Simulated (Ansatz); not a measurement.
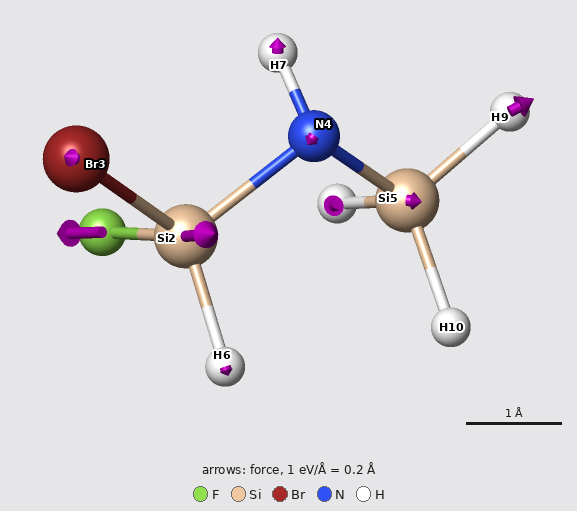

Starting geometry of Si2NH5BrF (coarse preliminary run) with the computed forces as purple arrows. A ball-and-stick model, seen from a free direction.

The start comes from a force field.

These are results of RKS PBE-D4/def2-SVP in Ansatz, not measurements.

Input
```yaml
crystal:
  periodic: [false, false, false]
  atoms:
    - {symbol: F, position_ang: [-1.420400, 0.420600, 1.442700]}
    - {symbol: Si, position_ang: [0.076900, 0.084100, 1.313200]}
    - {symbol: Br, position_ang: [1.180900, 1.309000, 2.747100]}
    - {symbol: N, position_ang: [0.674300, 0.556800, -0.228000]}
    - {symbol: Si, position_ang: [-0.129200, -0.465700, -1.384100]}
    - {symbol: H, position_ang: [0.303800, -1.337800, 1.573400]}
    - {symbol: H, position_ang: [0.329400, 1.504500, -0.374600]}
    - {symbol: H, position_ang: [-1.558200, -0.252600, -1.336200]}
    - {symbol: H, position_ang: [0.366700, -0.004800, -2.646500]}
    - {symbol: H, position_ang: [0.258900, -1.865400, -1.103900]}
basis:
  gaussian: {orbitals: def2-SVP}
hamiltonian: {xc: pbe, dispersion: d4}
relax: {f_tol: 0.03, max_steps: 200}
```

Command:
```bash
ansatz run in.yaml --threads 4 --pin off --events-out ev --progress --plain --max-ram 10444MiB
```

### Is this structure relaxed? If not, where do the atoms go?

It isn't relaxed: the largest force vector, on F1, is 4.05 eV/Å. The final displacements have little in common with the starting forces (cosine between the two patterns 0.04). After 12 geometry steps the energy has fallen by 76.2 kJ/mol. The largest force component goes from 3.9 to 0.029 eV/Å. The atom that moves furthest after the best rigid fit is H8 (0.93 Å). By element the largest moves are H 0.93 Å, F 0.81 Å, N 0.63 Å, Br 0.38 Å, Si 0.20 Å. Some distances before and after: Si2–Si5 2.760 → 3.138 Å, F1–Si2 1.540 → 1.636 Å, Si5–H9 1.432 → 1.505 Å, Si5–H8 1.446 → 1.506 Å. Bond angles that change, for instance: Si2–N4–Si5 105.9° → 128.3°, Si2–N4–H7 105.5° → 115.1°, Si5–N4–H7 107.1° → 116.6°.
